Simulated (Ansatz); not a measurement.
# Pt: a line through a two-coordinate scan, part 1 of 2

Aim: follow the energy of Pt (P6_3/mmc, No. 194; 2 atoms in the cell) along one coordinate, equal normal strain along x, y and z, with the other held at amplitude of mode 1 (19i cm⁻¹) = −0.143 Å.

Program: Ansatz 0.2.0. Level of theory: DFT LDA, scalar-relativistic, plane waves, PAW. These are calculated values, not measurements.

## 1. The starting structure

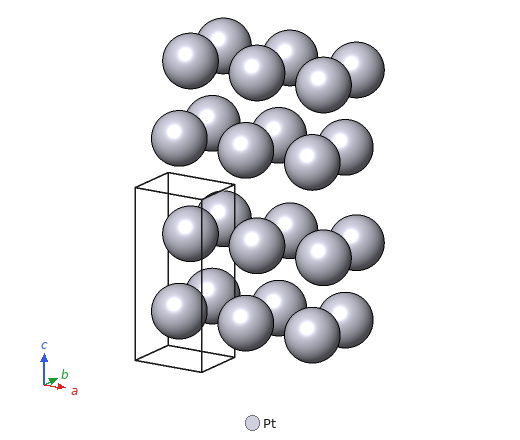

Start, viewed slightly off an axis; platinum light grey. 3×2×2 cells are drawn.

As a file:

```xyz
2
Lattice="2.7082 0.0000 0.0000 -1.3541 2.3454 0.0000 0.0000 0.0000 4.6774" Properties=species:S:1:pos:R:3 pbc="T T T"
Pt    1.3541    0.7818    3.5080
Pt    0.0000    1.5636    1.1693
```

It goes back to an entry of the Materials Project, which need not be the stable form.

It is the result of an earlier relaxation at this level (volume 14.85 Å³/atom; gap on the mesh: none (metal)).

## 2. What is varied

The energy is mapped over a normal mode and a strain (zone-centre modes of the cell shown) (x along [1 0 0], y along [1 2 0], z along [0 0 1] of the conventional cell).

First coordinate, amplitude of mode 1 (19i cm⁻¹), largest displacement in the unstrained cell: 7 values from −0.143 Å. Second coordinate, equal normal strain along x, y and z: 7 values from −2.50 %.

Nothing else is relaxed (the pattern is fixed in fractional coordinates). Energies count from the relaxed high-symmetry cell. Points are written as (first, second).

The modes come from a phonon run on the reference cell, made beforehand.

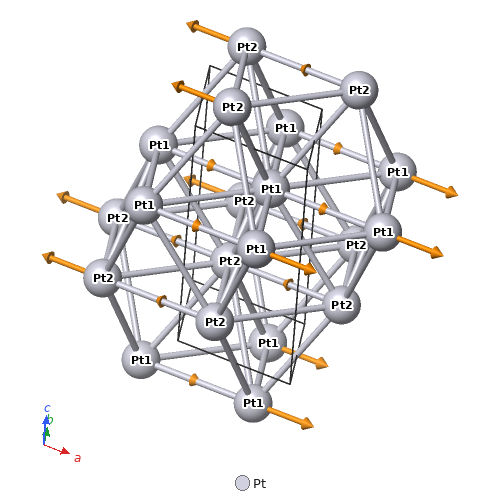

The reference structure; orange arrows give the pattern of the mode.

Displacement patterns for an amplitude of 1 (Å):

| atom | x1 | y1 | z1 |
| --- | --- | --- | --- |
| Pt1 | 1.000 | 0.000 | 0.000 |
| Pt2 | -1.000 | 0.000 | 0.000 |

## 3. Point (−0.143 Å, −2.50 %)

The input, input.yaml:

```yaml
crystal:
  lattice:
    - [2.6404892193, 0.0, 0.0]
    - [-1.3202446096, 2.2867307423, 0.0]
    - [0.0, 0.0, 4.5604625585]
  atoms:
    - { symbol: Pt, position: [0.6138639516, 0.3333333333, 0.75] }
    - { symbol: Pt, position: [0.3861360484, 0.6666666667, 0.25] }
basis:
  ecutwfc: 420
kpoints:
  mp_grid: { grid: [18, 18, 10] }
hamiltonian:
  xc: lda
scf:
  occupations: { method: gaussian, width: 0.15 }
output:
  forces: true
  stress: true
  eigenvalues: true
```

Run with:

```bash
> ansatz run input.yaml --threads 1 --pin off --max-ram 2048MiB --backend cpu --events-out ev --progress --plain --runs-dir out
```

What it wrote:

```text
Warning: RAYON_NUM_THREADS=1 ignored (pool sized by the plan → 1); use --threads N
Engine: ansatz 0.2.0, x86_64-unknown-linux-gnu
Pseudopotentials: kind: paw
Pseudopotential: Pt, paw, valence charge 18, recommended cutoff 420 eV (normal), Pt.paw.azcp
Functional definition: SPW92
  exchange = slater_x
  correlation = pw_c
Crystal: 2 atoms, lattice volume = 27.536 Å³
Basis set: ecut = 420 eV, 549 PW (Γ)
Bands: 22, of which v1, the nominal top of the filled ones, is band 18 counted from 1 (17 counted from 0)
Symmetry: 4 space group operations
Space group: P21/m (ITA 11), of the structure as read, at distance tolerance 3.0e-5 Å
k-points: 984 of 3240
Non-local potential: Pt, projectors of the file, l = 0: 3, l = 1: 2, l = 2: 2, l = 3: 1
PAW form: soft (Blöchl's): semilocal exchange-correlation on the pseudo side does not see the compensation charge
PAW frozen core: Pt, regenerated for the run's functional, and the local potential with it (the file was generated under x = pbe(κ = 0.804, μ = 0.2195149727645171), c = pbe(β = 0.06672455060314922))
PAW one-centre angular grid: Pt, 590 points (default); XC on 64 Gauss nodes
Initial density: superposition of atomic densities (neutral atoms: chi_scale 0, normalization atom), corrected by the library's trained network
Initial wavefunctions: pseudopotential atomic-orbital guess
Functional: x = slater, c = lda
SCF iter   1: F=—  HF=-24489.676792 eV  |F-HF|=—  |Δ(HF+E_count)|=         —  Δρ=1.01e-2  dr2=1.14e-2  ethr=1.77e-3  ⟨swp⟩=4.9  Hψ=85152  notcnv=0
preconditioner: auto → Kerker (q_TF=auto, 2.853 Å⁻¹)  [metal: Δε(μ)=0.001 eV  Ē_g=10.410 eV  σ=0.150 eV  W_gap=0.00  n_scr=10 (ndim 8)  ℏωp=31.6 eV  f_vac=0.000  D(μ)=2.33/eV (n_scr^D=34)]
SCF iter   2: F=—  HF=-24489.675906 eV  |F-HF|=—  |Δ(HF+E_count)|=   8.86e-4  Δρ=5.10e-3  dr2=2.93e-3  ethr=3.15e-5  ⟨swp⟩=2.0  Hψ=34838  notcnv=0
SCF iter   3: F=—  HF=-24489.675105 eV  |F-HF|=—  |Δ(HF+E_count)|=   8.01e-4  Δρ=5.89e-4  dr2=4.71e-5  ethr=8.14e-6  ⟨swp⟩=2.3  Hψ=32545  notcnv=0
SCF iter   4: F=—  HF=-24489.675100 eV  |F-HF|=—  |Δ(HF+E_count)|=   5.52e-6  Δρ=9.74e-5  dr2=2.02e-6  ethr=1.31e-7  ⟨swp⟩=2.5  Hψ=37839  notcnv=0
iter 5 did not close the SCF: its close was put off for the readings that it lacked (scf_convergence_deferred on its scf_iter line)
SCF iter   5: F=-24489.675099 eV  HF=-24489.675099 eV  |F-HF|=4.11e-8  |Δ(HF+E_count)|=   4.03e-7  Δρ=2.24e-5  dr2=9.43e-8  ethr=5.60e-9  ⟨swp⟩=2.0  Hψ=31053  notcnv=0
SCF iter   6: F=-24489.675099 eV  HF=-24489.675099 eV  |F-HF|=6.15e-10  |Δ(HF+E_count)|=   2.47e-8  Δρ=4.92e-6  dr2=3.35e-9  ethr=2.62e-10  ⟨swp⟩=2.6  Hψ=77496  notcnv=0
SCF 1 converged in 6 iterations: F = -24489.675099 eV  dr2 = 3.35e-9
SCF converged after 6 iterations
Free energy (F): -24489.675099 eV
Harris-Foulkes:  -24489.675099 eV  (|F-HF|=6.15e-10)
Internal energy: -24489.648126 eV  (E = F + TS)
E sigma→0 (E₀):  -24489.661612 eV
Entropy (-TS):   -0.026974 eV (-13.487 meV/atom)
Fermi energy:    25.973756 eV
--- Per-component energies (eV) ---
  E_band       = -181.338410
  E_kinetic    = 1286.084032
  E_local      = -2706.431994  (includes V_loc(G=0)·N_el)
  E_nonlocal   = 414.123504
  E_hartree    = 1013.226993
  E_xc         = -524.590656
  E_vxc        = -610.442496  (∫ρ·V_xc dr)
  E_paw        = -18356.227579  (= ΣΔE_a)
  E_vpaw       = -591.124582  (= ΣTr[D̂ρ^β])
  E_aug_tail   = 0.000356  (compensation charges beyond the density's cutoff)
  E_ewald      = -5616.760520
  E_core_change = 0.927739  (= ΣΔE_core)
  E_smearing   = -0.026974  (= −TS)
  E_closure    = 0.000000  (closes the sum)
  Σ components = -24489.675099   (vs F -24489.675099, Δ=0.00e0)
--- Forces (eV/Å), atoms counted from 1 ---
  atom   1  Pt     0.15044491    -0.32836462     0.00000000
  atom   2  Pt    -0.15044491     0.32836462    -0.00000000
  max |Σ_I F_I| component: 0.00e0 eV/Å
--- Stress (GPa, compression-positive) ---
       30.117192      -1.909024      -0.000000
       -1.909025      28.025558      -0.000000
       -0.000000      -0.000000      29.699867
  P = ⅓ Tr σ = 29.2809 GPa (292.809 kbar)
--- Band table (eV; the first three rows and the last of 984) ---
  k-point 0: bands = ["-72.9913", "-72.9481", "-27.3651", "-26.9544", "-26.8481", "-26.8297", "-26.8151", "-26.7540", "14.6518", "17.4445", "20.7358", "21.5899", "21.8604", "22.0528", "22.3890", "23.0908", "24.4706", "24.6447", "24.9232", "26.2089", "31.7339", "40.7197"]
  k-point 1: bands = ["-72.9903", "-72.9491", "-27.3509", "-26.9525", "-26.8504", "-26.8300", "-26.8154", "-26.7681", "14.7520", "17.4383", "20.7217", "21.5871", "21.8325", "22.0168", "22.3549", "23.1741", "24.2308", "24.5268", "24.9517", "26.1378", "32.2993", "40.5328"]
  k-point 2: bands = ["-72.9872", "-72.9522", "-27.3095", "-26.9476", "-26.8573", "-26.8341", "-26.8162", "-26.8049", "15.0435", "17.4044", "20.6885", "21.5911", "21.7652", "21.9238", "22.2600", "23.1973", "23.5178", "24.6649", "25.0213", "25.9305", "33.6874", "40.2506"]
  k-point 983: bands = ["-72.9244", "-72.9244", "-27.5605", "-27.5605", "-26.9874", "-26.9874", "-26.9193", "-26.9193", "17.7923", "17.7923", "19.3343", "19.3343", "23.7534", "23.7534", "25.7392", "25.7392", "26.4824", "26.4824", "26.8586", "26.8586", "33.9700", "33.9700"]
```

Run time: 20 s. Hardware: 1 thread of AMD EPYC 7R43 (Zen 3), shared host; peak memory 0.74 GiB.

That is 191 meV from the zero.

## 4. Grid point (−0.143 Å, −1.67 %)

Changes to input.yaml since step 3:

```diff
@@ -2,5 +2,5 @@
   lattice:
-    - [2.6404892193, 0.0, 0.0]
-    - [-1.3202446096, 2.2867307423, 0.0]
-    - [0.0, 0.0, 4.5604625585]
+    - [2.6629672301, 0.0, 0.0]
+    - [-1.331483615, 2.3061972707, 0.0]
+    - [0.0, 0.0, 4.5992849577]
   atoms:
```

Run with:

```bash
> ansatz run input.yaml --threads 1 --pin off --max-ram 2048MiB --backend cpu --events-out ev --progress --plain --runs-dir out
```

What it wrote:

```text
[... 28 lines left out ...]
SCF 1 converged in 6 iterations: F = -24489.780450 eV  dr2 = 3.52e-9
SCF converged after 6 iterations
Free energy (F): -24489.780450 eV
Harris-Foulkes:  -24489.780450 eV  (|F-HF|=7.09e-10)
Internal energy: -24489.752134 eV  (E = F + TS)
E sigma→0 (E₀):  -24489.766292 eV
Entropy (-TS):   -0.028316 eV (-14.158 meV/atom)
Fermi energy:    25.118855 eV
--- Per-component energies (eV) ---
  E_band       = -207.237986
  E_kinetic    = 1283.495563
  E_local      = -2773.653982  (includes V_loc(G=0)·N_el)
  E_nonlocal   = 413.968708
  E_hartree    = 1034.414486
  E_xc         = -523.622933
  E_vxc        = -609.182782  (∫ρ·V_xc dr)
  E_paw        = -18355.932412  (= ΣΔE_a)
  E_vpaw       = -590.693318  (= ΣTr[D̂ρ^β])
  E_aug_tail   = 0.000341  (compensation charges beyond the density's cutoff)
  E_ewald      = -5569.349646
  E_core_change = 0.927739  (= ΣΔE_core)
  E_smearing   = -0.028316  (= −TS)
  E_closure    = 0.000000  (closes the sum)
  Σ components = -24489.780450   (vs F -24489.780450, Δ=0.00e0)
--- Forces (eV/Å), atoms counted from 1 ---
  atom   1  Pt     0.11240455    -0.29922074     0.00000000
  atom   2  Pt    -0.11240455     0.29922074     0.00000000
  max |Σ_I F_I| component: 1.39e-17 eV/Å
--- Stress (GPa, compression-positive) ---
       19.133242      -1.492449       0.000000
       -1.492450      17.108492       0.000000
        0.000000       0.000000      19.505026
  P = ⅓ Tr σ = 18.5823 GPa (185.823 kbar)
--- Band table (eV; the first three rows and the last of 984) ---
  k-point 0: bands = ["-73.7449", "-73.7067", "-28.0816", "-27.7203", "-27.6229", "-27.6017", "-27.5884", "-27.5254", "14.0968", "16.8761", "20.0870", "20.9104", "21.1697", "21.3548", "21.6763", "22.3525", "23.6810", "23.9046", "24.1152", "25.3426", "30.6801", "39.9374"]
  k-point 1: bands = ["-73.7439", "-73.7076", "-28.0687", "-27.7185", "-27.6251", "-27.6019", "-27.5887", "-27.5384", "14.1944", "16.8683", "20.0734", "20.9077", "21.1432", "21.3204", "21.6437", "22.4319", "23.4899", "23.7372", "24.1422", "25.2745", "31.2457", "39.7517"]
  k-point 2: bands = ["-73.7412", "-73.7103", "-28.0310", "-27.7138", "-27.6313", "-27.6046", "-27.5894", "-27.5730", "14.4785", "16.8298", "20.0416", "20.9116", "21.0788", "21.2314", "21.5530", "22.4592", "22.7754", "23.8670", "24.2077", "25.0759", "32.6279", "39.4636"]
  k-point 983: bands = ["-73.6857", "-73.6857", "-28.2714", "-28.2714", "-27.7458", "-27.7458", "-27.6780", "-27.6780", "17.2377", "17.2377", "18.7393", "18.7393", "22.9961", "22.9961", "24.9301", "24.9301", "25.6016", "25.6016", "26.0089", "26.0089", "32.8692", "32.8692"]
```

It took 34 s on 1 thread of AMD EPYC 7R43 (Zen 3), shared host; peak memory 0.75 GiB.

Energy on the map's scale: 86 meV.

## 5. Grid point (−0.143 Å, −0.83 %)

Changes to input.yaml since step 4:

```diff
@@ -2,5 +2,5 @@
   lattice:
-    - [2.6629672301, 0.0, 0.0]
-    - [-1.331483615, 2.3061972707, 0.0]
-    - [0.0, 0.0, 4.5992849577]
+    - [2.6857160603, 0.0, 0.0]
+    - [-1.3428580301, 2.3258983356, 0.0]
+    - [0.0, 0.0, 4.6385750967]
   atoms:
```

Run with:

```bash
> ansatz run input.yaml --threads 1 --pin off --max-ram 2048MiB --backend cpu --events-out ev --progress --plain --runs-dir out
```

What it wrote:

```text
Warning: RAYON_NUM_THREADS=1 ignored (pool sized by the plan → 1); use --threads N
[... 6 set-up lines as earlier in the session ...]
Crystal: 2 atoms, lattice volume = 28.976 Å³
Basis set: ecut = 420 eV, 549 PW (Γ)
Bands: 22, of which v1, the nominal top of the filled ones, is band 18 counted from 1 (17 counted from 0)
[... 1 set-up line as earlier in the session ...]
Space group: P21/m (ITA 11), of the structure as read, at distance tolerance 3.1e-5 Å
k-points: 984 of 3240
[... 7 set-up lines as earlier in the session ...]
SCF iter   1: F=—  HF=-24489.844601 eV  |F-HF|=—  |Δ(HF+E_count)|=         —  Δρ=9.74e-3  dr2=1.13e-2  ethr=1.77e-3  ⟨swp⟩=4.9  Hψ=84148  notcnv=0
preconditioner: auto → Kerker (q_TF=auto, 2.829 Å⁻¹)  [metal: Δε(μ)=0.001 eV  Ē_g=9.860 eV  σ=0.150 eV  W_gap=0.00  n_scr=10 (ndim 8)  ℏωp=30.8 eV  f_vac=0.000  D(μ)=2.57/eV (n_scr^D=34)]
SCF iter   2: F=—  HF=-24489.843741 eV  |F-HF|=—  |Δ(HF+E_count)|=   8.60e-4  Δρ=4.92e-3  dr2=2.86e-3  ethr=3.15e-5  ⟨swp⟩=2.1  Hψ=35159  notcnv=0
SCF iter   3: F=—  HF=-24489.843001 eV  |F-HF|=—  |Δ(HF+E_count)|=   7.41e-4  Δρ=5.50e-4  dr2=4.07e-5  ethr=7.94e-6  ⟨swp⟩=2.2  Hψ=31103  notcnv=0
SCF iter   4: F=—  HF=-24489.842999 eV  |F-HF|=—  |Δ(HF+E_count)|=   2.08e-6  Δρ=9.11e-5  dr2=1.91e-6  ethr=1.13e-7  ⟨swp⟩=2.5  Hψ=37836  notcnv=0
iter 5 did not close the SCF: its close was put off for the readings that it lacked (scf_convergence_deferred on its scf_iter line)
SCF iter   5: F=-24489.842998 eV  HF=-24489.842998 eV  |F-HF|=3.23e-8  |Δ(HF+E_count)|=   3.35e-7  Δρ=2.11e-5  dr2=8.38e-8  ethr=5.30e-9  ⟨swp⟩=1.8  Hψ=29725  notcnv=0
SCF iter   6: F=-24489.842998 eV  HF=-24489.842998 eV  |F-HF|=8.66e-10  |Δ(HF+E_count)|=   1.96e-8  Δρ=4.80e-6  dr2=3.68e-9  ethr=2.33e-10  ⟨swp⟩=2.4  Hψ=76694  notcnv=0
SCF 1 converged in 6 iterations: F = -24489.842998 eV  dr2 = 3.68e-9
SCF converged after 6 iterations
Free energy (F): -24489.842998 eV
Harris-Foulkes:  -24489.842998 eV  (|F-HF|=8.66e-10)
Internal energy: -24489.813275 eV  (E = F + TS)
E sigma→0 (E₀):  -24489.828136 eV
Entropy (-TS):   -0.029723 eV (-14.862 meV/atom)
Fermi energy:    24.282885 eV
--- Per-component energies (eV) ---
  E_band       = -232.599689
  E_kinetic    = 1281.063448
  E_local      = -2841.018945  (includes V_loc(G=0)·N_el)
  E_nonlocal   = 413.863351
  E_hartree    = 1055.878770
  E_xc         = -522.680918
  E_vxc        = -607.956276  (∫ρ·V_xc dr)
  E_paw        = -18355.671470  (= ΣΔE_a)
  E_vpaw       = -590.307391  (= ΣTr[D̂ρ^β])
  E_aug_tail   = 0.000314  (compensation charges beyond the density's cutoff)
  E_ewald      = -5522.175564
  E_core_change = 0.927739  (= ΣΔE_core)
  E_smearing   = -0.029723  (= −TS)
  E_closure    = -0.000000  (closes the sum)
  Σ components = -24489.842998   (vs F -24489.842998, Δ=0.00e0)
--- Forces (eV/Å), atoms counted from 1 ---
  atom   1  Pt     0.07696578    -0.27171220     0.00000000
  atom   2  Pt    -0.07696578     0.27171220     0.00000000
  max |Σ_I F_I| component: 5.55e-17 eV/Å
--- Stress (GPa, compression-positive) ---
        9.407292      -1.119652       0.000000
       -1.119653       7.452733       0.000000
        0.000000       0.000000      10.477977
  P = ⅓ Tr σ = 9.1127 GPa (91.127 kbar)
--- Band table (eV; the first three rows and the last of 984) ---
  k-point 0: bands = ["-74.4825", "-74.4488", "-28.7853", "-28.4691", "-28.3800", "-28.3563", "-28.3442", "-28.2797", "13.5560", "16.3194", "19.4503", "20.2439", "20.4925", "20.6704", "20.9778", "21.6289", "22.9078", "23.1838", "23.3242", "24.4956", "29.6511", "39.1662"]
  k-point 1: bands = ["-74.4817", "-74.4497", "-28.7735", "-28.4674", "-28.3820", "-28.3564", "-28.3444", "-28.2914", "13.6510", "16.3102", "19.4373", "20.2413", "20.4671", "20.6375", "20.9466", "21.7047", "22.7663", "22.9651", "23.3496", "24.4303", "30.2171", "38.9813"]
  k-point 2: bands = ["-74.4793", "-74.4521", "-28.7393", "-28.4630", "-28.3877", "-28.3583", "-28.3451", "-28.3237", "13.9280", "16.2673", "19.4068", "20.2451", "20.4057", "20.5524", "20.8599", "21.7377", "22.0497", "23.0859", "23.4114", "24.2402", "31.5934", "38.6866"]
  k-point 983: bands = ["-74.4302", "-74.4302", "-28.9697", "-28.9697", "-28.4880", "-28.4880", "-28.4202", "-28.4202", "16.6935", "16.6935", "18.1549", "18.1549", "22.2539", "22.2539", "24.1364", "24.1364", "24.7408", "24.7408", "25.1839", "25.1839", "31.7931", "31.7931"]
```

Run time: 28 s. Hardware: 1 thread of AMD EPYC 7R43 (Zen 3), shared host; peak memory 0.75 GiB.

On the map this point reads 23 meV.

## 6. The run at (−0.143 Å, 0.00 %)

Changes to input.yaml since step 5:

```diff
@@ -2,5 +2,5 @@
   lattice:
-    - [2.6857160603, 0.0, 0.0]
-    - [-1.3428580301, 2.3258983356, 0.0]
-    - [0.0, 0.0, 4.6385750967]
+    - [2.7081940711, 0.0, 0.0]
+    - [-1.3540970355, 2.3453648639, 0.0]
+    - [0.0, 0.0, 4.6773974959]
   atoms:
```

Run with:

```bash
> ansatz run input.yaml --threads 1 --pin off --max-ram 2048MiB --backend cpu --events-out ev --progress --plain --runs-dir out
```

What it wrote:

```text
[... 28 lines left out ...]
SCF 1 converged in 6 iterations: F = -24489.865574 eV  dr2 = 4.21e-9
SCF converged after 6 iterations
Free energy (F): -24489.865574 eV
Harris-Foulkes:  -24489.865574 eV  (|F-HF|=8.69e-10)
Internal energy: -24489.834411 eV  (E = F + TS)
E sigma→0 (E₀):  -24489.849993 eV
Entropy (-TS):   -0.031163 eV (-15.581 meV/atom)
Fermi energy:    23.484637 eV
--- Per-component energies (eV) ---
  E_band       = -256.849617
  E_kinetic    = 1278.835697
  E_local      = -2906.929424  (includes V_loc(G=0)·N_el)
  E_nonlocal   = 413.804990
  E_hartree    = 1077.101869
  E_xc         = -521.786142
  E_vxc        = -606.791041  (∫ρ·V_xc dr)
  E_paw        = -18355.447967  (= ΣΔE_a)
  E_vpaw       = -589.971994  (= ΣTr[D̂ρ^β])
  E_aug_tail   = 0.000335  (compensation charges beyond the density's cutoff)
  E_ewald      = -5476.341507
  E_core_change = 0.927739  (= ΣΔE_core)
  E_smearing   = -0.031163  (= −TS)
  E_closure    = 0.000000  (closes the sum)
  Σ components = -24489.865574   (vs F -24489.865574, Δ=0.00e0)
--- Forces (eV/Å), atoms counted from 1 ---
  atom   1  Pt     0.04492500    -0.24625528    -0.00000000
  atom   2  Pt    -0.04492500     0.24625528     0.00000000
  max |Σ_I F_I| component: 2.78e-17 eV/Å
--- Stress (GPa, compression-positive) ---
        1.028669      -0.793927      -0.000000
       -0.793928      -0.855843      -0.000000
       -0.000000      -0.000000       2.700246
  P = ⅓ Tr σ = 0.9577 GPa (9.577 kbar)
--- Band table (eV; the first three rows and the last of 984) ---
  k-point 0: bands = ["-75.1874", "-75.1577", "-29.4599", "-29.1839", "-29.1024", "-29.0765", "-29.0655", "-28.9997", "13.0413", "15.7870", "18.8403", "19.6055", "19.8439", "20.0151", "20.3092", "20.9365", "22.1684", "22.4977", "22.5679", "23.6869", "28.6698", "38.4236"]
  k-point 1: bands = ["-75.1867", "-75.1584", "-29.4492", "-29.1823", "-29.1042", "-29.0766", "-29.0657", "-29.0104", "13.1339", "15.7765", "18.8279", "19.6030", "19.8197", "19.9837", "20.2794", "21.0090", "22.0752", "22.2291", "22.5920", "23.6244", "29.2366", "38.2394"]
  k-point 2: bands = ["-75.1846", "-75.1605", "-29.4180", "-29.1781", "-29.1093", "-29.0778", "-29.0663", "-29.0402", "13.4041", "15.7297", "18.7987", "19.6067", "19.7611", "19.9022", "20.1965", "21.0484", "21.3570", "22.3392", "22.6503", "23.4421", "30.6072", "37.9370"]
  k-point 983: bands = ["-75.1412", "-75.1412", "-29.6392", "-29.6392", "-29.1970", "-29.1970", "-29.1293", "-29.1293", "16.1719", "16.1719", "17.5944", "17.5944", "21.5437", "21.5437", "23.3755", "23.3755", "23.9193", "23.9193", "24.4019", "24.4019", "30.7659", "30.7659"]
```

It took 21 s on 1 thread of AMD EPYC 7R43 (Zen 3), shared host; peak memory 0.77 GiB.

Energy on the map's scale: 0.5 meV.

(Continued in part 2 of 2.)
